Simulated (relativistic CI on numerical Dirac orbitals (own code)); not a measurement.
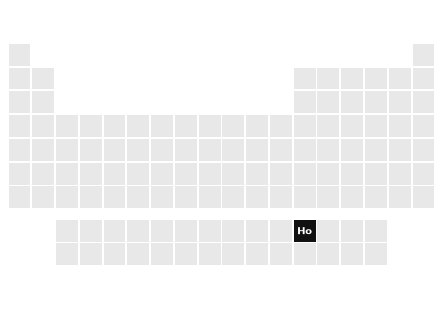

The place of holmium in the periodic table.

## Ho: relativistic CI calculation

System: Ho.
Method: Dirac-Coulomb-Breit CI, KLI orbitals optimised for each configuration, model QED (radiative potential, 1s self-energy scaled to tabulated hydrogen-like ionisation energies), numerical settings as typed (relativistic CI on numerical Dirac orbitals, in-house).

## The input
```
atom Ho  Z=67  charge=0  electrons=67
nucleus A=165  rms_radius_fm=5.2022
hamiltonian dirac-coulomb  breit=on  qed=on  c_scale=1
orbitals kli  potential=per-configuration
slater_scale 1
correlation none
mixing on
grid step=0.0125 r_max=323.6
scf mixing=0.4 start=green max_iterations=64 tolerance=2e-08 node_fill=0.05
configurations
  [Xe] 4f11 6s2
  [Xe] 4f11 6s 7s
  [Xe] 4f11 6s2
end
```

Launched within a batch (the task file carries these settings):
```bash
python <driver script> task.json out
```

The program writes its results to a structured record and prints no log; tables and figures of this report are taken from that record.

## Outcome

```tsv
quantity	value
outcome	refused by the program
hardware	1 CPU thread, shared host
```

## Diagnosis

The input is odd on purpose: configuration. The program refused the input; the driver noted: a configuration is listed twice.
